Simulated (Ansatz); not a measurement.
These are PBE (plane waves to 420 eV, PAW; Ansatz, a quantum-chemistry and plane-wave program) values and carry that method's errors.

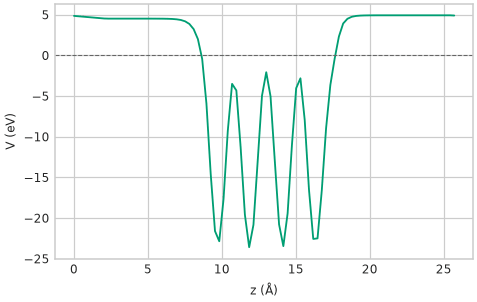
Fig. 1. Planar average of the electrostatic potential across the slab, in eV from the Fermi level, for N on the 1x1 (110) surface of bcc Mo, one in a 2x2 cell, started at the site 'bridge Mo-Mo (span 3.2 Å)'

Slab: 17 atoms, 6.5 Å thick at the start under the adsorbate (thin: gaps and levels are the slab's own); k 6x6x1, smearing 0.1 eV, dipole-corrected; 8 atoms held, the rest relaxed; start symmetry kept, larger cells not searched; no spin, no spin-orbit, no U, no dispersion correction. At the end it is bonded to 4 Mo. In PBE it is, or lies within 0.03 eV of, the lowest of the starts that converged.

The vacuum level lies 4.92 eV above the Fermi level over the top face and 4.52 eV above it under the bottom face.
